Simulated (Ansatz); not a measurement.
# Molecular dynamics, with input and output: H₃S (part 1 of 5)

The run: molecular dynamics of H₃S, multiplicity 2. Method and program: UKS B3LYP/def2-SVP (Ansatz 0.2.0).

It belongs to a series of runs on one base structure; here: dynamics from the start. Figures and captions count atoms from 1; the log counts them from 0 in places.

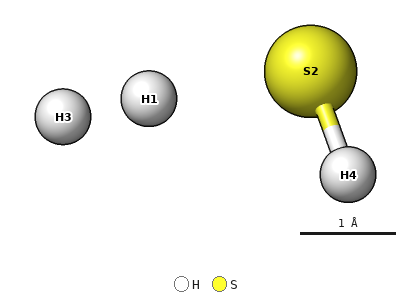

**Figure 1.** The structure as given in the input (ball-and-stick view, seen at a tilt; atoms are numbered from 1 in the order of the input). Bond lengths as drawn: H–S 1.33 Å.

Results in brief:

```csv
quantity,value
outcome,finished
mean temperature over the second half,1277 K
trajectory,"150 steps, 75 fs"
ensemble,nve
temperature in the input,100.0 K
time step,0.5 fs
potential energy (last step),−10879.3100 eV
mean-field energy (last step),−10879.3100 eV
⟨S²⟩ (last step),0.753
largest force (length of the vector) (last step),0.789 eV/Å
hardware,"1 thread of Arm Neoverse V2, 24 GiB of memory available, shared host"
wall time,2.7 min
peak memory,0.084 GiB
```

Remarks:

So short a trajectory is not equilibrated.

Input:
```yaml
crystal:
  periodic: [false, false, false]
  atoms:
    - { symbol: H, position_ang: [-0.6068, -0.2582, -0.3454] }
    - { symbol: S, position_ang: [0.3248, 1.035, 0.4834] }
    - { symbol: H, position_ang: [-1.0757, -0.9893, -0.7808] }
    - { symbol: H, position_ang: [1.3577, 0.2126, 0.6429] }
magnetization:
  spin_polarized: true
  initial_magnetization: 1
basis:
  gaussian: { orbitals: def2-SVP }
hamiltonian:
  xc: b3lyp
md:
  timestep: 0.5
  n_steps: 150
  ensemble: nve
  temperature: 100.0
  initial_velocities: maxwell_boltzmann
  seed: 794896
```

Run as:
```bash
ansatz run input.yaml --threads 1 --pin off --max-ram 2048MiB --backend cpu --events-out ev --progress --plain --runs-dir out
```

What the program printed:
```
Engine: ansatz 0.2.0, aarch64-unknown-linux-gnu
Functional definition: B3LYP
  parameter a0 = 0.2
  parameter ax = 0.72
  parameter ac = 0.81
  exchange = (1 - a0 - ax)*slater_x + ax*b88_x + a0*exact_x
  correlation = (1 - ac)*vwn_rpa_c + ac*lyp_c
336 factors; integrals over basis functions are off by at most 1.7e-4 eV
mean field evaluation 1: about -10878.6483 eV, gradient 5.1e0 eV
mean field evaluation 2: about -10878.7773 eV, gradient 3.5e0 eV
mean field evaluation 4: about -10878.8488 eV, gradient 2.8e-1 eV
mean field evaluation 8: about -10878.8483 eV, gradient 7.1e-3 eV
mean field evaluation 16: about -10878.8483 eV, gradient 2.2e-5 eV
mean field -10878.84825735 eV, -399.7902995094 hartree, gradient 1.7e-6 eV, S^2 0.760453; 2 other end points of the search recorded, 0 dependent functions left out
the calculation of the forces begins
reference -10878.84841788 eV, -399.7903054087 hartree; 10, 9 occupied and 23, 24 virtual orbitals, 336 factors
md step     0: t =     0.00 fs  T =   100.0 K  F+E_penalty+E_count = -10878.84825735 eV  E_kin = 0.025852 eV  conserved = -10878.82240535 eV  (63 SCF iters)
these checks for a lower state are left out or cut short: starts, cluster_reference, orbital_swaps, neighbouring_geometries, increment
336 factors; integrals over basis functions are off by at most 1.7e-4 eV
mean field evaluation 32: about -10878.8715 eV, gradient 1.0e-5 eV
mean field -10878.87145607 eV, -399.7911520465 hartree, gradient 9.9e-6 eV, S^2 0.760033; 0 other end points of the search recorded, 0 dependent functions left out
the calculation of the forces begins
reference -10878.87161609 eV, -399.7911579272 hartree; 10, 9 occupied and 23, 24 virtual orbitals, 336 factors
md step     1: t =     0.50 fs  T =   189.6 K  F+E_penalty+E_count = -10878.87145607 eV  E_kin = 0.049012 eV  conserved = -10878.82244452 eV  (32 SCF iters)
[... from here on the SCF iterations and repeated set-up lines of each step are left out, up to the last step ...]
md step     2: t =     1.00 fs  T =   363.7 K  F+E_penalty+E_count = -10878.91665042 eV  E_kin = 0.094024 eV  conserved = -10878.82262671 eV  (31 SCF iters)
md step     3: t =     1.50 fs  T =   609.8 K  F+E_penalty+E_count = -10878.98084146 eV  E_kin = 0.157633 eV  conserved = -10878.82320863 eV  (31 SCF iters)
md step     4: t =     2.00 fs  T =   891.9 K  F+E_penalty+E_count = -10879.05515847 eV  E_kin = 0.230578 eV  conserved = -10878.82458082 eV  (31 SCF iters)
md step     5: t =     2.50 fs  T =  1132.4 K  F+E_penalty+E_count = -10879.11975405 eV  E_kin = 0.292754 eV  conserved = -10878.82700044 eV  (30 SCF iters)
md step     6: t =     3.00 fs  T =  1206.8 K  F+E_penalty+E_count = -10879.14177188 eV  E_kin = 0.311982 eV  conserved = -10878.82979004 eV  (30 SCF iters)
md step     7: t =     3.50 fs  T =   998.6 K  F+E_penalty+E_count = -10879.08839516 eV  E_kin = 0.258151 eV  conserved = -10878.83024462 eV  (30 SCF iters)
md step     8: t =     4.00 fs  T =   551.2 K  F+E_penalty+E_count = -10878.96754850 eV  E_kin = 0.142484 eV  conserved = -10878.82506402 eV  (30 SCF iters)
md step     9: t =     4.50 fs  T =   187.2 K  F+E_penalty+E_count = -10878.86631413 eV  E_kin = 0.048401 eV  conserved = -10878.81791269 eV  (31 SCF iters)
md step    10: t =     5.00 fs  T =   265.2 K  F+E_penalty+E_count = -10878.88770751 eV  E_kin = 0.068549 eV  conserved = -10878.81915818 eV  (27 SCF iters)
md step    11: t =     5.50 fs  T =   724.9 K  F+E_penalty+E_count = -10879.01428316 eV  E_kin = 0.187414 eV  conserved = -10878.82686965 eV  (31 SCF iters)
md step    12: t =     6.00 fs  T =  1167.2 K  F+E_penalty+E_count = -10879.13254551 eV  E_kin = 0.301736 eV  conserved = -10878.83080905 eV  (49 SCF iters)
md step    13: t =     6.50 fs  T =  1323.7 K  F+E_penalty+E_count = -10879.17176981 eV  E_kin = 0.342213 eV  conserved = -10878.82955713 eV  (52 SCF iters)
md step    14: t =     7.00 fs  T =  1202.9 K  F+E_penalty+E_count = -10879.13766744 eV  E_kin = 0.310981 eV  conserved = -10878.82668655 eV  (32 SCF iters)
md step    15: t =     7.50 fs  T =   938.2 K  F+E_penalty+E_count = -10879.06691847 eV  E_kin = 0.242543 eV  conserved = -10878.82437499 eV  (51 SCF iters)
md step    16: t =     8.00 fs  T =   656.6 K  F+E_penalty+E_count = -10878.99275732 eV  E_kin = 0.169751 eV  conserved = -10878.82300621 eV  (54 SCF iters)
md step    17: t =     8.50 fs  T =   440.8 K  F+E_penalty+E_count = -10878.93624347 eV  E_kin = 0.113952 eV  conserved = -10878.82229168 eV  (34 SCF iters)
md step    18: t =     9.00 fs  T =   336.6 K  F+E_penalty+E_count = -10878.90894009 eV  E_kin = 0.087013 eV  conserved = -10878.82192711 eV  (32 SCF iters)
md step    19: t =     9.50 fs  T =   367.5 K  F+E_penalty+E_count = -10878.91682512 eV  E_kin = 0.095015 eV  conserved = -10878.82180984 eV  (34 SCF iters)
md step    20: t =    10.00 fs  T =   539.8 K  F+E_penalty+E_count = -10878.96162899 eV  E_kin = 0.139537 eV  conserved = -10878.82209195 eV  (53 SCF iters)
md step    21: t =    10.50 fs  T =   833.4 K  F+E_penalty+E_count = -10879.03861761 eV  E_kin = 0.215451 eV  conserved = -10878.82316648 eV  (53 SCF iters)
md step    22: t =    11.00 fs  T =  1182.3 K  F+E_penalty+E_count = -10879.13115898 eV  E_kin = 0.305649 eV  conserved = -10878.82551003 eV  (53 SCF iters)
md step    23: t =    11.50 fs  T =  1454.0 K  F+E_penalty+E_count = -10879.20498663 eV  E_kin = 0.375890 eV  conserved = -10878.82909702 eV  (56 SCF iters)
md step    24: t =    12.00 fs  T =  1468.8 K  F+E_penalty+E_count = -10879.21177650 eV  E_kin = 0.379714 eV  conserved = -10878.83206270 eV  (34 SCF iters)
md step    25: t =    12.50 fs  T =  1126.4 K  F+E_penalty+E_count = -10879.12103080 eV  E_kin = 0.291197 eV  conserved = -10878.82983409 eV  (54 SCF iters)
md step    26: t =    13.00 fs  T =   629.7 K  F+E_penalty+E_count = -10878.98358903 eV  E_kin = 0.162796 eV  conserved = -10878.82079351 eV  (55 SCF iters)
md step    27: t =    13.50 fs  T =   464.3 K  F+E_penalty+E_count = -10878.93628834 eV  E_kin = 0.120035 eV  conserved = -10878.81625368 eV  (54 SCF iters)
md step    28: t =    14.00 fs  T =   842.1 K  F+E_penalty+E_count = -10879.04169997 eV  E_kin = 0.217709 eV  conserved = -10878.82399070 eV  (35 SCF iters)
md step    29: t =    14.50 fs  T =  1389.7 K  F+E_penalty+E_count = -10879.19096017 eV  E_kin = 0.359263 eV  conserved = -10878.83169726 eV  (36 SCF iters)
md step    30: t =    15.00 fs  T =  1659.5 K  F+E_penalty+E_count = -10879.26096531 eV  E_kin = 0.429012 eV  conserved = -10878.83195299 eV  (37 SCF iters)
md step    31: t =    15.50 fs  T =  1554.9 K  F+E_penalty+E_count = -10879.23040653 eV  E_kin = 0.401974 eV  conserved = -10878.82843214 eV  (53 SCF iters)
md step    32: t =    16.00 fs  T =  1226.0 K  F+E_penalty+E_count = -10879.14191035 eV  E_kin = 0.316939 eV  conserved = -10878.82497167 eV  (38 SCF iters)
md step    33: t =    16.50 fs  T =   859.7 K  F+E_penalty+E_count = -10879.04496314 eV  E_kin = 0.222245 eV  conserved = -10878.82271848 eV  (37 SCF iters)
md step    34: t =    17.00 fs  T =   590.5 K  F+E_penalty+E_count = -10878.97420660 eV  E_kin = 0.152667 eV  conserved = -10878.82153912 eV  (36 SCF iters)
md step    35: t =    17.50 fs  T =   493.1 K  F+E_penalty+E_count = -10878.94859747 eV  E_kin = 0.127478 eV  conserved = -10878.82111920 eV  (36 SCF iters)
md step    36: t =    18.00 fs  T =   594.2 K  F+E_penalty+E_count = -10878.97497996 eV  E_kin = 0.153622 eV  conserved = -10878.82135771 eV  (35 SCF iters)
md step    37: t =    18.50 fs  T =   877.7 K  F+E_penalty+E_count = -10879.04932970 eV  E_kin = 0.226891 eV  conserved = -10878.82243856 eV  (37 SCF iters)
md step    38: t =    19.00 fs  T =  1274.7 K  F+E_penalty+E_count = -10879.15426959 eV  E_kin = 0.329528 eV  conserved = -10878.82474157 eV  (46 SCF iters)
md step    39: t =    19.50 fs  T =  1648.1 K  F+E_penalty+E_count = -10879.25449632 eV  E_kin = 0.426057 eV  conserved = -10878.82843981 eV  (79 SCF iters)
md step    40: t =    20.00 fs  T =  1797.8 K  F+E_penalty+E_count = -10879.29711195 eV  E_kin = 0.464767 eV  conserved = -10878.83234458 eV  (76 SCF iters)
md step    41: t =    20.50 fs  T =  1555.4 K  F+E_penalty+E_count = -10879.23439186 eV  E_kin = 0.402094 eV  conserved = -10878.83229794 eV  (75 SCF iters)
md step    42: t =    21.00 fs  T =  1013.4 K  F+E_penalty+E_count = -10879.08607163 eV  E_kin = 0.261997 eV  conserved = -10878.82407473 eV  (43 SCF iters)
md step    43: t =    21.50 fs  T =   649.7 K  F+E_penalty+E_count = -10878.98364102 eV  E_kin = 0.167949 eV  conserved = -10878.81569218 eV  (77 SCF iters)
md step    44: t =    22.00 fs  T =   864.7 K  F+E_penalty+E_count = -10879.04437771 eV  E_kin = 0.223531 eV  conserved = -10878.82084720 eV  (77 SCF iters)
md step    45: t =    22.50 fs  T =  1418.5 K  F+E_penalty+E_count = -10879.19737795 eV  E_kin = 0.366699 eV  conserved = -10878.83067877 eV  (77 SCF iters)
md step    46: t =    23.00 fs  T =  1783.3 K  F+E_penalty+E_count = -10879.29393471 eV  E_kin = 0.461030 eV  conserved = -10878.83290496 eV  (76 SCF iters)
md step    47: t =    23.50 fs  T =  1751.2 K  F+E_penalty+E_count = -10879.28231572 eV  E_kin = 0.452716 eV  conserved = -10878.82959964 eV  (80 SCF iters)
md step    48: t =    24.00 fs  T =  1443.1 K  F+E_penalty+E_count = -10879.19871072 eV  E_kin = 0.373063 eV  conserved = -10878.82564795 eV  (76 SCF iters)
md step    49: t =    24.50 fs  T =  1065.9 K  F+E_penalty+E_count = -10879.09848398 eV  E_kin = 0.275547 eV  conserved = -10878.82293665 eV  (78 SCF iters)
md step    50: t =    25.00 fs  T =   779.0 K  F+E_penalty+E_count = -10879.02291940 eV  E_kin = 0.201394 eV  conserved = -10878.82152563 eV  (77 SCF iters)
md step    51: t =    25.50 fs  T =   671.2 K  F+E_penalty+E_count = -10878.99459717 eV  E_kin = 0.173522 eV  conserved = -10878.82107506 eV  (45 SCF iters)
md step    52: t =    26.00 fs  T =   771.8 K  F+E_penalty+E_count = -10879.02092812 eV  E_kin = 0.199518 eV  conserved = -10878.82141043 eV  (44 SCF iters)
md step    53: t =    26.50 fs  T =  1058.8 K  F+E_penalty+E_count = -10879.09636584 eV  E_kin = 0.273715 eV  conserved = -10878.82265086 eV  (44 SCF iters)
md step    54: t =    27.00 fs  T =  1453.5 K  F+E_penalty+E_count = -10879.20089736 eV  E_kin = 0.375765 eV  conserved = -10878.82513253 eV  (77 SCF iters)
md step    55: t =    27.50 fs  T =  1807.6 K  F+E_penalty+E_count = -10879.29626632 eV  E_kin = 0.467295 eV  conserved = -10878.82897179 eV  (43 SCF iters)
md step    56: t =    28.00 fs  T =  1913.6 K  F+E_penalty+E_count = -10879.32751191 eV  E_kin = 0.494714 eV  conserved = -10878.83279765 eV  (77 SCF iters)
md step    57: t =    28.50 fs  T =  1612.0 K  F+E_penalty+E_count = -10879.24884203 eV  E_kin = 0.416725 eV  conserved = -10878.83211730 eV  (76 SCF iters)
md step    58: t =    29.00 fs  T =  1033.0 K  F+E_penalty+E_count = -10879.09005992 eV  E_kin = 0.267056 eV  conserved = -10878.82300416 eV  (43 SCF iters)
md step    59: t =    29.50 fs  T =   693.1 K  F+E_penalty+E_count = -10878.99429167 eV  E_kin = 0.179178 eV  conserved = -10878.81511334 eV  (78 SCF iters)
md step    60: t =    30.00 fs  T =   965.4 K  F+E_penalty+E_count = -10879.07119278 eV  E_kin = 0.249582 eV  conserved = -10878.82161083 eV  (80 SCF iters)
md step    61: t =    30.50 fs  T =  1546.0 K  F+E_penalty+E_count = -10879.23109854 eV  E_kin = 0.399674 eV  conserved = -10878.83142436 eV  (79 SCF iters)
md step    62: t =    31.00 fs  T =  1896.7 K  F+E_penalty+E_count = -10879.32335730 eV  E_kin = 0.490336 eV  conserved = -10878.83302099 eV  (79 SCF iters)
md step    63: t =    31.50 fs  T =  1838.2 K  F+E_penalty+E_count = -10879.30463979 eV  E_kin = 0.475217 eV  conserved = -10878.82942313 eV  (78 SCF iters)
md step    64: t =    32.00 fs  T =  1511.4 K  F+E_penalty+E_count = -10879.21617396 eV  E_kin = 0.390717 eV  conserved = -10878.82545704 eV  (79 SCF iters)
md step    65: t =    32.50 fs  T =  1127.3 K  F+E_penalty+E_count = -10879.11421978 eV  E_kin = 0.291419 eV  conserved = -10878.82280046 eV  (80 SCF iters)
md step    66: t =    33.00 fs  T =   843.8 K  F+E_penalty+E_count = -10879.03956646 eV  E_kin = 0.218128 eV  conserved = -10878.82143867 eV  (81 SCF iters)
md step    67: t =    33.50 fs  T =   746.9 K  F+E_penalty+E_count = -10879.01413284 eV  E_kin = 0.193086 eV  conserved = -10878.82104718 eV  (79 SCF iters)
md step    68: t =    34.00 fs  T =   862.1 K  F+E_penalty+E_count = -10879.04438203 eV  E_kin = 0.222881 eV  conserved = -10878.82150118 eV  (80 SCF iters)
md step    69: t =    34.50 fs  T =  1160.0 K  F+E_penalty+E_count = -10879.12286276 eV  E_kin = 0.299888 eV  conserved = -10878.82297494 eV  (80 SCF iters)
md step    70: t =    35.00 fs  T =  1548.0 K  F+E_penalty+E_count = -10879.22601205 eV  E_kin = 0.400197 eV  conserved = -10878.82581538 eV  (79 SCF iters)
md step    71: t =    35.50 fs  T =  1859.3 K  F+E_penalty+E_count = -10879.31061546 eV  E_kin = 0.480672 eV  conserved = -10878.82994337 eV  (78 SCF iters)
md step    72: t =    36.00 fs  T =  1878.8 K  F+E_penalty+E_count = -10879.31901399 eV  E_kin = 0.485697 eV  conserved = -10878.83331679 eV  (70 SCF iters)
md step    73: t =    36.50 fs  T =  1486.9 K  F+E_penalty+E_count = -10879.21510128 eV  E_kin = 0.384406 eV  conserved = -10878.83069516 eV  (81 SCF iters)
md step    74: t =    37.00 fs  T =   918.7 K  F+E_penalty+E_count = -10879.05767374 eV  E_kin = 0.237505 eV  conserved = -10878.82016924 eV  (81 SCF iters)
md step    75: t =    37.50 fs  T =   733.9 K  F+E_penalty+E_count = -10879.00509576 eV  E_kin = 0.189739 eV  conserved = -10878.81535677 eV  (82 SCF iters)
md step    76: t =    38.00 fs  T =  1155.0 K  F+E_penalty+E_count = -10879.12330501 eV  E_kin = 0.298585 eV  conserved = -10878.82472045 eV  (81 SCF iters)
md step    77: t =    38.50 fs  T =  1732.4 K  F+E_penalty+E_count = -10879.28087989 eV  E_kin = 0.447859 eV  conserved = -10878.83302045 eV  (77 SCF iters)
md step    78: t =    39.00 fs  T =  1975.1 K  F+E_penalty+E_count = -10879.34329510 eV  E_kin = 0.510615 eV  conserved = -10878.83267988 eV  (76 SCF iters)
md step    79: t =    39.50 fs  T =  1808.0 K  F+E_penalty+E_count = -10879.29590150 eV  E_kin = 0.467400 eV  conserved = -10878.82850146 eV  (44 SCF iters)
md step    80: t =    40.00 fs  T =  1418.0 K  F+E_penalty+E_count = -10879.19123075 eV  E_kin = 0.366586 eV  conserved = -10878.82464488 eV  (86 SCF iters)
md step    81: t =    40.50 fs  T =  1018.4 K  F+E_penalty+E_count = -10879.08548395 eV  E_kin = 0.263273 eV  conserved = -10878.82221055 eV  (79 SCF iters)
md step    82: t =    41.00 fs  T =   756.4 K  F+E_penalty+E_count = -10879.01656835 eV  E_kin = 0.195532 eV  conserved = -10878.82103621 eV  (83 SCF iters)
md step    83: t =    41.50 fs  T =   706.4 K  F+E_penalty+E_count = -10879.00347082 eV  E_kin = 0.182628 eV  conserved = -10878.82084290 eV  (46 SCF iters)
md step    84: t =    42.00 fs  T =   880.9 K  F+E_penalty+E_count = -10879.04933091 eV  E_kin = 0.227734 eV  conserved = -10878.82159720 eV  (44 SCF iters)
md step    85: t =    42.50 fs  T =  1231.1 K  F+E_penalty+E_count = -10879.14181492 eV  E_kin = 0.318271 eV  conserved = -10878.82354410 eV  (79 SCF iters)
md step    86: t =    43.00 fs  T =  1637.0 K  F+E_penalty+E_count = -10879.25016418 eV  E_kin = 0.423186 eV  conserved = -10878.82697834 eV  (79 SCF iters)
md step    87: t =    43.50 fs  T =  1902.1 K  F+E_penalty+E_count = -10879.32311521 eV  E_kin = 0.491733 eV  conserved = -10878.83138251 eV  (78 SCF iters)
md step    88: t =    44.00 fs  T =  1810.2 K  F+E_penalty+E_count = -10879.30159538 eV  E_kin = 0.467965 eV  conserved = -10878.83363024 eV  (80 SCF iters)
md step    89: t =    44.50 fs  T =  1321.6 K  F+E_penalty+E_count = -10879.16977283 eV  E_kin = 0.341672 eV  conserved = -10878.82810103 eV  (80 SCF iters)
md step    90: t =    45.00 fs  T =   810.9 K  F+E_penalty+E_count = -10879.02683110 eV  E_kin = 0.209642 eV  conserved = -10878.81718861 eV  (86 SCF iters)
md step    91: t =    45.50 fs  T =   823.1 K  F+E_penalty+E_count = -10879.03017507 eV  E_kin = 0.212798 eV  conserved = -10878.81737681 eV  (57 SCF iters)
md step    92: t =    46.00 fs  T =  1349.2 K  F+E_penalty+E_count = -10879.17718478 eV  E_kin = 0.348797 eV  conserved = -10878.82838790 eV  (94 SCF iters)
md step    93: t =    46.50 fs  T =  1837.0 K  F+E_penalty+E_count = -10879.30867031 eV  E_kin = 0.474892 eV  conserved = -10878.83377844 eV  (74 SCF iters)
md step    94: t =    47.00 fs  T =  1917.9 K  F+E_penalty+E_count = -10879.32726254 eV  E_kin = 0.495827 eV  conserved = -10878.83143542 eV  (81 SCF iters)
md step    95: t =    47.50 fs  T =  1638.0 K  F+E_penalty+E_count = -10879.25044044 eV  E_kin = 0.423451 eV  conserved = -10878.82698904 eV  (80 SCF iters)
md step    96: t =    48.00 fs  T =  1217.1 K  F+E_penalty+E_count = -10879.13815538 eV  E_kin = 0.314638 eV  conserved = -10878.82351752 eV  (82 SCF iters)
md step    97: t =    48.50 fs  T =   854.2 K  F+E_penalty+E_count = -10879.04236661 eV  E_kin = 0.220834 eV  conserved = -10878.82153268 eV  (81 SCF iters)
md step    98: t =    49.00 fs  T =   671.9 K  F+E_penalty+E_count = -10878.99445938 eV  E_kin = 0.173702 eV  conserved = -10878.82075723 eV  (78 SCF iters)
md step    99: t =    49.50 fs  T =   720.0 K  F+E_penalty+E_count = -10879.00709333 eV  E_kin = 0.186131 eV  conserved = -10878.82096271 eV  (79 SCF iters)
```
